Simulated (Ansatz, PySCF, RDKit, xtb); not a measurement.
**Si2H3BrF2: from the formula to a structure**

Task: start from the formula Si2H3BrF2, draw up candidate structures, narrow them down in stages, and characterise the one that lies lowest at 600 K.

Plan: many cheap relaxations first (GFN2-xTB), then density-functional screening, relaxation at PBE0-D3(BJ)/pcseg-1, vibrations and a final energy. The numbers are computed, not measured.

7 further runs of the same task are left out: 7 set aside as unsound or not needed.

### 1 Drawing up candidates

All bonding patterns within simple valence rules are listed by program: one Lewis structure each, at most two rings and one unusual centre or charged pair. O–O, O–halogen and N–halogen bonds and N–N–N chains are not drawn. That gives 3 candidates.

```csv
label,SMILES,spin
c135,F[SiH](F)[SiH2]Br,singlet
c294,F[SiH2][Si@H](F)Br,singlet
c696,F[Si](F)([SiH3])Br,singlet
```

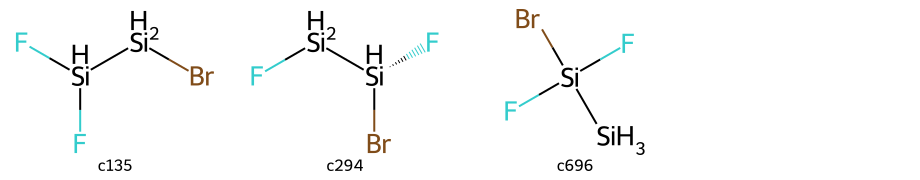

Structural formulas of the candidates.

Candidates are built by distance geometry, with a force field where one applies, in up to four conformers (letters a to d). 6 starts with atoms placed at random are added, to find patterns that the rules miss.

### 2 Cheap relaxation of all starts

All 11 starts are relaxed the same way. One of them, c677 (atoms placed at random), in full:

Contents of start.xyz:

```xyz
8
c677
Br    -0.773740     1.892400     1.010930
F     -0.077130    -1.125240     1.723690
F      1.105630     1.451620     0.250840
Si    -1.711260     0.114170     1.440300
Si     1.159670    -0.111220     1.424750
H      2.163520     0.914710     0.304120
H      1.133960    -1.252010    -0.264280
H     -1.231360     0.936860    -0.001090
```

On the command line:

```
$ xtb start.xyz --gfn 2 --opt
```

What it wrote, shortened:

```text
* xtb version 6.7.1
[...]
          :  # basis functions                  41          :
[...]
          :  # electrons                        32          :
[...]
          :  Hamiltonian                  GFN2-xTB          :
[...]
          :  net charge                          0          :
          :  unpaired electrons                  0          :
[...]
   *** convergence criteria satisfied after 24 iterations ***
[...]
   *** GEOMETRY OPTIMIZATION CONVERGED AFTER 48 ITERATIONS ***
[...]
   *** convergence criteria satisfied after 3 iterations ***
[...]
         ::                     SUMMARY                     ::
         :::::::::::::::::::::::::::::::::::::::::::::::::::::
         :: total energy             -18.669503807177 Eh    ::
         :: gradient norm              0.000371619590 Eh/a0 ::
         :: HOMO-LUMO gap              2.477587169811 eV    ::
         ::.................................................::
         :: SCC energy               -18.729613743055 Eh    ::
         :: -> isotropic ES            0.049364493433 Eh    ::
         :: -> anisotropic ES         -0.002716766559 Eh    ::
         :: -> anisotropic XC         -0.019811450081 Eh    ::
         :: -> dispersion             -0.006204822351 Eh    ::
         :: repulsion energy           0.060109935878 Eh    ::
         :: add. restraining           0.000000000000 Eh    ::
         :: total charge               0.000000000000 e     ::
         :::::::::::::::::::::::::::::::::::::::::::::::::::::
[...]
        16        2.0000           -0.3550915              -9.6625 (HOMO)
        17                         -0.2640419              -7.1849 (LUMO)
[...]
     #   Z          covCN         q      C6AA      α(0)
     1  35 Br       0.824    -0.316   193.671    22.437
     2   9 F        0.705    -0.269    11.987     4.088
     3   9 F        0.705    -0.278    12.085     4.105
     4  14 Si       1.737     0.416   183.768    28.813
     5  14 Si       3.258     0.610   124.376    22.985
     6   1 H        0.924    -0.036     3.758     3.032
     7   1 H        0.923    -0.042     3.907     3.091
     8   1 H        0.913    -0.085     5.055     3.517
[...]
     #   Z sym  total        # sym  WBO       # sym  WBO       # sym  WBO
 ---------------------------------------------------------------------------
     1  35 Br   1.246 --     4 Si   1.215
     2   9 F    1.193 --     5 Si   1.099
     3   9 F    1.179 --     5 Si   1.084
     4  14 Si   2.187 --     1 Br   1.215     8 H    0.967
     5  14 Si   3.985 --     2 F    1.099     3 F    1.084     6 H    0.895
                             7 H    0.894
     6   1 H    0.999 --     5 Si   0.895
     7   1 H    0.998 --     5 Si   0.894
     8   1 H    0.993 --     4 Si   0.967
 ---------------------------------------------------------------------------
[...]
molecular dipole:
                 x           y           z       tot (Debye)
 q only:        0.296      -0.899       0.169
   full:        0.117      -1.361      -0.543       3.735
molecular quadrupole (traceless):
[...]
          | TOTAL ENERGY              -18.669503807177 Eh   |
          | GRADIENT NORM               0.000371619590 Eh/α |
          | HOMO-LUMO GAP               2.477587169811 eV   |
           -------------------------------------------------
[...]
```

Wall time 0.44 s (2 threads of Intel Xeon Platinum 8259CL at 2.50GHz (Skylake/Cascade Lake), shared host).

### 3 What the search left

10 of the 11 relaxations converged. 10 distinct structures remain:

```
label   start                   SMILES after     spin  energy (kcal/mol)        note
c135a   drawn              F[SiH](F)[SiH2]Br  singlet                0.0            
c294a   drawn             F[SiH2][Si@H](F)Br  singlet                1.3            
c135b   drawn              F[SiH](F)[SiH2]Br  singlet                2.5            
c294b   drawn             F[SiH2][Si@H](F)Br  singlet                3.6            
c696a   drawn             F[Si](F)([SiH3])Br  singlet                9.1            
 c677  random       [F][SiH2][F].[SiH][Br] ‡  singlet               27.2  fell apart
 c001  random       [BrH].[F][Si][SiH2][F] ‡  singlet               59.6  fell apart
 c602  random       [FH].[F][Si][SiH2][Br] ‡  singlet               78.3  fell apart
 c504  random  [BrH].[F][Si][Si][F].[H][H] ‡  singlet              111.4  fell apart
 c674  random      [BrH].[FH].[F][Si][SiH] ‡  singlet              143.1  fell apart
```

‡ marks the bonded skeleton alone, with all bonds drawn single: no Lewis structure was assigned that passes a check against the bond lengths.

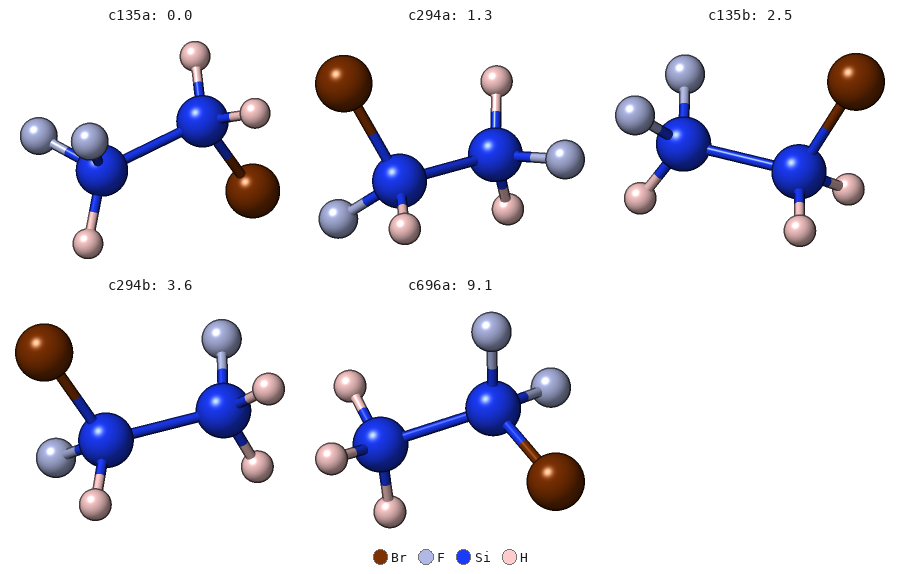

The 5 lowest minima that did not fall apart, with their GFN2-xTB energies in kcal/mol.

### 4 Second filter: single points

A choice of the minima (the low ones first, few conformers of a pattern, up to a cap) and the lowest that fell apart get a single point at r2SCAN-D4/def2-SVP on the tight-binding geometry, and one at HF/STO-3G for comparison. The lowest singlets are also tried as triplets at the same geometry (label ending in t). The first, c135a:

Contents of input.yaml:

```yaml
crystal:
  periodic: [false, false, false]
  atoms:
    - {symbol: Br, position_ang: [-0.592149, 2.017721, -1.550067]}
    - {symbol: F, position_ang: [-0.304973, -0.142059, 2.905500]}
    - {symbol: F, position_ang: [-1.349614, -1.527603, 1.145723]}
    - {symbol: Si, position_ang: [-0.337432, -0.299982, 1.312709]}
    - {symbol: Si, position_ang: [-1.345925, 1.592540, 0.501758]}
    - {symbol: H, position_ang: [0.963283, -0.788485, 0.916354]}
    - {symbol: H, position_ang: [-2.794952, 1.517241, 0.326871]}
    - {symbol: H, position_ang: [-1.012131, 2.807778, 1.241224]}
basis:
  gaussian:
    orbitals: def2-SVP
hamiltonian:
  xc: r2scan
  dispersion: d4
scf:
  lower_state_search: "off"
output: {orbitals: {seedname: orbitals}}
```

On the command line:

```
$ ansatz run input.yaml --threads 2 --pin off --max-ram 4350MiB --events-out events.jsonl --progress --plain --runs-dir runs
```

What it wrote, shortened:

```text
Warning: RAYON_NUM_THREADS=2 ignored (pool sized by the plan → 2); use --threads N
Functional definition: r2SCAN
  name "r2SCAN"
[...]
1207 factors; their error is unknown
[...]
mean field -91266.52124964 eV, -3353.9827932544 hartree, gradient 7.3e-6 eV, S^2 0.000000; 0 other end points of the search recorded, 0 dependent functions left out
reference -91266.52125869 eV, -3353.9827935870 hartree; 42, 42 occupied and 69, 69 virtual orbitals, 1207 factors
Total energy: -91266.57033189 eV, -3353.9845969937 hartree
Checks for a lower state left out: stability, starts, cluster_reference, orbital_swaps, neighbouring_geometries, increment
```

It took 2.8 s on 2 threads of Intel Xeon Platinum 8259CL at 2.50GHz (Skylake/Cascade Lake), shared host.

Relative energies in kcal/mol, each column from its lowest structure that stays in one piece:

```csv
label,SMILES,spin,GFN2-xTB,HF/STO-3G,r2SCAN-D4/def2-SVP
c696a,F[Si](F)([SiH3])Br,singlet,9.1,0.0,0.0
c135b,F[SiH](F)[SiH2]Br,singlet,2.5,6.2,6.9
c135a,F[SiH](F)[SiH2]Br,singlet,0.0,7.7,7.1
c294b,F[SiH2][Si@H](F)Br,singlet,3.6,8.7,11.0
c294a,F[SiH2][Si@H](F)Br,singlet,1.3,10.6,11.3
c677,[F][SiH2][F].[SiH][Br] ‡,singlet,27.2,64.1,47.7
c135bt,F[SiH](F)[SiH2]Br,triplet,–,–,118.3
c696at,F[Si](F)([SiH3])Br,triplet,–,–,140.7
```

‡ marks the bonded skeleton alone, with all bonds drawn single: no Lewis structure was assigned that passes a check against the bond lengths.

### 5 Third filter: density-functional geometries

5 candidates are relaxed at PBE0-D3(BJ)/pcseg-1 (chosen among the lowest in one piece). The first, c696a:

Contents of input.yaml:

```yaml
basis:
  gaussian:
    orbitals: pcseg-1.json
crystal:
  periodic: [false, false, false]
  atoms:
    - {symbol: Br, position_ang: [-2.934745, -0.450948, -0.910148]}
    - {symbol: F, position_ang: [-3.083607, 0.448311, 1.960220]}
    - {symbol: F, position_ang: [-1.902411, -1.662976, 1.646458]}
    - {symbol: Si, position_ang: [-1.943099, -0.185891, 1.035610]}
    - {symbol: Si, position_ang: [0.064088, 0.920882, 1.150642]}
    - {symbol: H, position_ang: [0.502557, 0.977157, 2.544786]}
    - {symbol: H, position_ang: [1.047134, 0.196057, 0.345139]}
    - {symbol: H, position_ang: [-0.106460, 2.274242, 0.621907]}
hamiltonian:
  xc: {name: PBE0}
  dispersion: d3bj
scf:
  lower_state_search: off
relax:
  f_tol: 0.003
```

The basis set pcseg-1 is read from a file made from the Basis Set Exchange's data (not shown).

On the command line:

```
$ ansatz run input.yaml --threads 2 --pin off --max-ram 4350MiB --events-out events.jsonl --progress --plain --runs-dir runs
```

What it wrote, shortened:

```text
Warning: RAYON_NUM_THREADS=2 ignored (pool sized by the plan → 2); use --threads N
[...]
Functional definition: PBE0
  name "PBE0"
[...]
1065 factors; integrals over basis functions are off by at most 2.0e-4 eV
[...]
mean field -91258.61670110 eV, -3353.6923064534 hartree, gradient 8.8e-7 eV, S^2 0.000000; 0 other end points of the search recorded, 0 dependent functions left out
[...]
reference -91258.61673659 eV, -3353.6923077574 hartree; 42, 42 occupied and 64, 64 virtual orbitals, 1065 factors
relax step   1: F+E_penalty+E_count = -91258.80269698 eV  Δ(F+E_penalty+E_count) = +0.000e0 eV  max|allowed force component| = 8.644e-1 eV/Å  Δτ_max = 0.0000 Å  (15 SCF iters, accepted)
[...]
relax step   7: F+E_penalty+E_count = -91258.95237543 eV  Δ(F+E_penalty+E_count) = -3.114e-5 eV  max|allowed force component| = 8.285e-3 eV/Å  Δτ_max = 0.0069 Å  (13 SCF iters, accepted)
[...]
Total energy: -91258.95241682 eV, -3353.7046437784 hartree
Atom 0 at    -2.806284    -0.380159    -0.962503 Å, force     0.000431     0.000073     0.000177 eV/Å
Atom 1 at    -3.104960     0.517747     1.999389 Å, force    -0.000250     0.000693     0.000399 eV/Å
Atom 2 at    -1.856081    -1.718830     1.678212 Å, force     0.000441    -0.000593     0.000382 eV/Å
Atom 3 at    -1.992084    -0.219755     1.086374 Å, force    -0.000663    -0.000206    -0.000785 eV/Å
Atom 4 at     0.043047     0.908131     1.145226 Å, force     0.000727     0.000360     0.000107 eV/Å
Atom 5 at     0.525680     0.979563     2.552812 Å, force    -0.000353    -0.000350     0.000067 eV/Å
Atom 6 at     1.008899     0.154941     0.298430 Å, force    -0.000131    -0.000044    -0.000290 eV/Å
Atom 7 at    -0.174759     2.275197     0.596674 Å, force    -0.000202     0.000067    -0.000058 eV/Å
Dipole moment:     0.427858     0.251287    -0.086122 e Å
Checks for a lower state left out: stability, starts, cluster_reference, orbital_swaps, neighbouring_geometries, increment
```

It took 26 s on 2 threads of Intel Xeon Platinum 8259CL at 2.50GHz (Skylake/Cascade Lake), shared host.

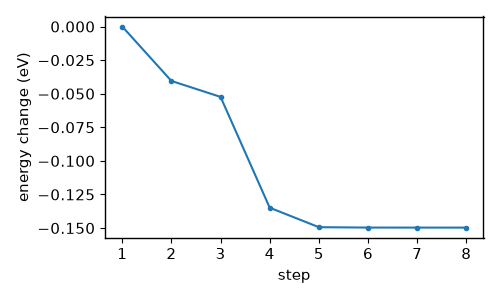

Energy along the run, all evaluated steps.

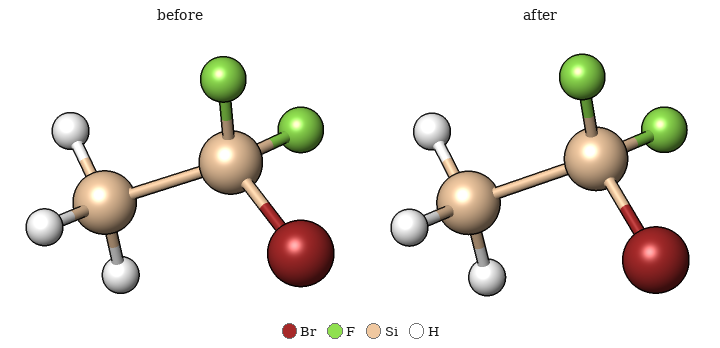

Before and after, at one scale.

After the run. Bond lengths: Br1–Si4 2.211 Å, F2–Si4 1.617 Å, F3–Si4 1.617 Å, Si4–Si5 2.328 Å, Si5–H6 1.490 Å, Si5–H7 1.489 Å, Si5–H8 1.489 Å. Some angles: Br1–Si4–F2 107.6°, Br1–Si4–F3 107.6°, Br1–Si4–Si5 112.4°, F2–Si4–F3 105.9°, F2–Si4–Si5 111.5°, F3–Si4–Si5 111.5°, Si4–Si5–H6 109.3°, Si4–Si5–H7 107.9°, Si4–Si5–H8 107.9°, H6–Si5–H7 110.6°.

### 6 After refinement

```
label     spin  r2SCAN-D4/def2-SVP (kcal/mol)  PBE0-D3(BJ)/pcseg-1, relaxed (kcal/mol)  time
c696a  singlet                            0.0                                      0.0  26 s
c135a  singlet                            7.1                                      4.4  65 s
c135b  singlet                            6.9                                      5.2  23 s
c294a  singlet                           11.3                                      8.4  51 s
c294b  singlet                           11.0                                      8.9  39 s
```

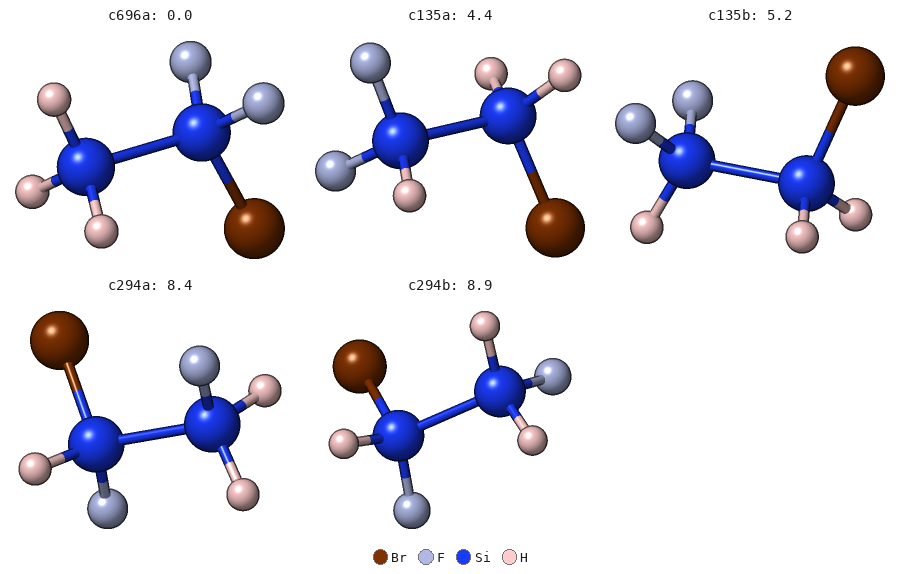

The relaxed structures, with energies at PBE0-D3(BJ)/pcseg-1 in kcal/mol.

### 7 Are they minima? Harmonic frequencies

The lowest few in one piece go on as finalists (c294a, c294b drop out). Harmonic vibrations at PBE0-D3(BJ)/pcseg-1 test each finalist and give the zero-point energy and the thermal terms. The first, c696a:

Contents of input.yaml:

```yaml
crystal:
  periodic: [false, false, false]
  atoms:
    - {symbol: Br, position_ang: [-2.806284, -0.380159, -0.962503]}
    - {symbol: F, position_ang: [-3.104960, 0.517747, 1.999389]}
    - {symbol: F, position_ang: [-1.856081, -1.718830, 1.678212]}
    - {symbol: Si, position_ang: [-1.992084, -0.219755, 1.086374]}
    - {symbol: Si, position_ang: [0.043047, 0.908131, 1.145226]}
    - {symbol: H, position_ang: [0.525680, 0.979563, 2.552812]}
    - {symbol: H, position_ang: [1.008899, 0.154941, 0.298430]}
    - {symbol: H, position_ang: [-0.174759, 2.275197, 0.596674]}
basis:
  gaussian:
    orbitals: pcseg-1.json
hamiltonian:
  xc: pbe0
  dispersion: d3bj
scf:
  lower_state_search: off
phonons: {}
```

The basis set pcseg-1 is read from a file made from the Basis Set Exchange's data (not shown).

On the command line:

```
$ ansatz run input.yaml --threads 2 --pin off --max-ram 4350MiB --events-out events.jsonl --progress --plain --runs-dir runs
```

What it wrote, shortened:

```text
Warning: RAYON_NUM_THREADS=2 ignored (pool sized by the plan → 2); use --threads N
[... 2 set-up lines as earlier in the session ...]
[...]
1066 factors; integrals over basis functions are off by at most 2.4e-4 eV
[...]
mean field -91258.76502894 eV, -3353.6977574010 hartree, gradient 1.0e-6 eV, S^2 0.000000; 0 other end points of the search recorded, 0 dependent functions left out
[...]
reference -91258.76506462 eV, -3353.6977587122 hartree; 42, 42 occupied and 64, 64 virtual orbitals, 1066 factors
[...]
1066 factors; integrals over basis functions are off by at most 2.4e-4 eV
mean field -91258.76498314 eV, -3353.6977557178 hartree, gradient 2.3e-6 eV, S^2 0.000000; 0 other end points of the search recorded, 0 dependent functions left out
[...]
reference -91258.76501882 eV, -3353.6977570290 hartree; 42, 42 occupied and 64, 64 virtual orbitals, 1066 factors
[...]
Atom 1 at    -3.104960     0.517747     1.999389 Å, force    -0.000296     0.000721     0.000439 eV/Å
Atom 2 at    -1.856081    -1.718830     1.678212 Å, force     0.000441    -0.000655     0.000412 eV/Å
Atom 3 at    -1.992084    -0.219755     1.086374 Å, force    -0.000681    -0.000232    -0.000697 eV/Å
Atom 4 at     0.043047     0.908131     1.145226 Å, force     0.000861     0.000459    -0.000010 eV/Å
Atom 5 at     0.525680     0.979563     2.552812 Å, force    -0.000367    -0.000360     0.000103 eV/Å
Atom 6 at     1.008899     0.154941     0.298430 Å, force    -0.000193    -0.000087    -0.000294 eV/Å
Atom 7 at    -0.174759     2.275197     0.596674 Å, force    -0.000273     0.000027    -0.000052 eV/Å
Dipole moment:     0.427857     0.251286    -0.086120 e Å
Vibrations: 95.63 99.02 142.73 195.48 229.61 271.98 387.20 510.54 529.46 571.48 838.94 887.59 916.88 930.77 936.45 2260.58 2278.09 2280.41 cm⁻¹, zero-point energy 0.890384 eV
Checks for a lower state left out: stability, starts, cluster_reference, orbital_swaps, neighbouring_geometries, increment
```

It took 2.5 min on 2 threads of Intel Xeon Platinum 8259CL at 2.50GHz (Skylake/Cascade Lake), shared host.

### 8 Zero-point energy and free-energy terms

At 600 K and 1 atm, ideal gas, rigid rotor and harmonic oscillator:

```csv
label,SMILES,spin,point group,lowest mode (cm⁻¹),zero-point (kcal/mol),G − E (kcal/mol)
c696a,F[Si](F)([SiH3])Br,singlet,Cs,96,20.5,-31.1
c135a,F[SiH](F)[SiH2]Br,singlet,C1,34,21.1,-32.0
c135b,F[SiH](F)[SiH2]Br,singlet,Cs,31,21.2,-31.2
```

Chiral structures get −RT ln 2 for their mirror image.

### 9 Last filter: a higher level

Each finalist gets a single point at CCSD(T)/def2-SVP + MP2/def2-TZVPP - MP2/def2-SVP.

c696a, CCSD(T)/def2-SVP:

Changes to input.yaml since step 7:

```diff
@@ -12,9 +12,3 @@
 basis:
-  gaussian:
-    orbitals: pcseg-1.json
-hamiltonian:
-  xc: pbe0
-  dispersion: d3bj
-scf:
-  lower_state_search: off
-phonons: {}
+  gaussian: {orbitals: def2-SVP}
+correlation: {method: ccsd_t, frozen_orbitals: {H: 0, F: 1, Br: 9, Si: 5}}
```

On the command line:

```
$ ansatz run input.yaml --threads 2 --pin off --max-ram 4350MiB --events-out events.jsonl --progress --plain --runs-dir runs
```

What it wrote, shortened:

```text
Warning: RAYON_NUM_THREADS=2 ignored (pool sized by the plan → 2); use --threads N
Functional definition: HF
  name "HF"
[...]
1045 factors; integrals over basis functions are off by at most 1.2e-3 eV
[...]
mean field -91169.38786409 eV, -3350.4132071747 hartree, gradient 5.2e-6 eV, S^2 0.000000; 0 other end points of the search recorded, 0 dependent functions left out
21 core orbitals not correlated: weight in the atoms' cores, before any rotation towards them, 1.000 or more for the frozen orbitals, at most 0.000 for the correlated occupied ones
reference -91169.38786409 eV, -3350.4132071747 hartree; 21, 21 occupied and 69, 69 virtual orbitals, 1045 factors
second order -21.50692250 eV of doubles, -0.00000000 eV of singles
cycle   1  -21.78545607 eV  change   -2.8e-1 eV  update   1.1e-1
[...]
cycle   9  -22.38939276 eV  change   -1.7e-5 eV  update   1.0e-5
perturbative correction -0.44459174 eV, -0.0163384451 hartree
Total energy: -91192.22184859 eV, -3351.2523406275 hartree
```

It took 15 s on 2 threads of Intel Xeon Platinum 8259CL at 2.50GHz (Skylake/Cascade Lake), shared host.

### 10 c696a at MP2/def2-TZVPP

Changes to input.yaml since step 9:

```diff
@@ -12,3 +12,3 @@
 basis:
-  gaussian: {orbitals: def2-SVP}
-correlation: {method: ccsd_t, frozen_orbitals: {H: 0, F: 1, Br: 9, Si: 5}}
+  gaussian: {orbitals: def2-TZVPP}
+correlation: {method: mp2, frozen_orbitals: {H: 0, F: 1, Br: 9, Si: 5}}
```

On the command line:

```
$ ansatz run input.yaml --threads 2 --pin off --max-ram 4350MiB --events-out events.jsonl --progress --plain --runs-dir runs
```

What it wrote:

```text
Warning: RAYON_NUM_THREADS=2 ignored (pool sized by the plan → 2); use --threads N
[... 2 set-up lines as earlier in the session ...]
  exchange = exact_x
  correlation = 0
1458 factors; integrals over basis functions are off by at most 9.8e-4 eV
mean field evaluation 1: about -91187.5159 eV, gradient 3.8e1 eV
mean field evaluation 2: about -91187.7646 eV, gradient 3.9e1 eV
mean field evaluation 4: about -91190.9061 eV, gradient 2.9e0 eV
mean field evaluation 8: about -91190.9763 eV, gradient 2.2e-1 eV
mean field evaluation 16: about -91190.9765 eV, gradient 1.7e-6 eV
mean field -91190.97651361 eV, -3351.2065754113 hartree, gradient 1.7e-6 eV, S^2 0.000000; 0 other end points of the search recorded, 0 dependent functions left out
21 core orbitals not correlated: weight in the atoms' cores, before any rotation towards them, 1.000 or more for the frozen orbitals, at most 0.000 for the correlated occupied ones
reference -91190.97651361 eV, -3351.2065754113 hartree; 21, 21 occupied and 194, 194 virtual orbitals, 1458 factors
second order -27.53126959 eV of doubles, -0.00000000 eV of singles
Total energy: -91218.50778321 eV, -3352.2183309075 hartree
```

Run time: 8.7 s. Hardware: 2 threads of Intel Xeon Platinum 8259CL at 2.50GHz (Skylake/Cascade Lake), shared host; peak memory 0.62 GiB.

### 11 c135a at CCSD(T)/def2-SVP

Contents of input.yaml:

```yaml
crystal:
  periodic: [false, false, false]
  atoms:
    - {symbol: Br, position_ang: [-0.747592, 1.708864, -1.664659]}
    - {symbol: F, position_ang: [-0.557766, -0.293839, 2.979539]}
    - {symbol: F, position_ang: [-1.196620, -1.583273, 0.804915]}
    - {symbol: Si, position_ang: [-0.380762, -0.298367, 1.364794]}
    - {symbol: Si, position_ang: [-1.338207, 1.649676, 0.497211]}
    - {symbol: H, position_ang: [1.056203, -0.497971, 1.058902]}
    - {symbol: H, position_ang: [-2.822321, 1.632213, 0.593644]}
    - {symbol: H, position_ang: [-0.786828, 2.859847, 1.165727]}
basis:
  gaussian: {orbitals: def2-SVP}
correlation: {method: ccsd_t, frozen_orbitals: {H: 0, F: 1, Br: 9, Si: 5}}
```

On the command line:

```
$ ansatz run input.yaml --threads 2 --pin off --max-ram 4350MiB --events-out events.jsonl --progress --plain --runs-dir runs
```

What it wrote, shortened:

```text
Warning: RAYON_NUM_THREADS=2 ignored (pool sized by the plan → 2); use --threads N
[... 2 set-up lines as earlier in the session ...]
[...]
1050 factors; integrals over basis functions are off by at most 1.1e-3 eV
[...]
mean field -91169.27185956 eV, -3350.4089440867 hartree, gradient 4.3e-6 eV, S^2 0.000000; 0 other end points of the search recorded, 0 dependent functions left out
21 core orbitals not correlated: weight in the atoms' cores, before any rotation towards them, 1.000 or more for the frozen orbitals, at most 0.000 for the correlated occupied ones
reference -91169.27185956 eV, -3350.4089440867 hartree; 21, 21 occupied and 69, 69 virtual orbitals, 1050 factors
second order -21.42216792 eV of doubles, -0.00000000 eV of singles
cycle   1  -21.72147711 eV  change   -3.0e-1 eV  update   1.0e-1
[...]
cycle   9  -22.31691755 eV  change   -2.1e-5 eV  update   1.3e-5
perturbative correction -0.43173600 eV, -0.0158660052 hartree
Total energy: -91192.02051311 eV, -3351.2449416850 hartree
```

Run time: 17 s. Hardware: 2 threads of Intel Xeon Platinum 8259CL at 2.50GHz (Skylake/Cascade Lake), shared host.

[end of part 1 of 2]
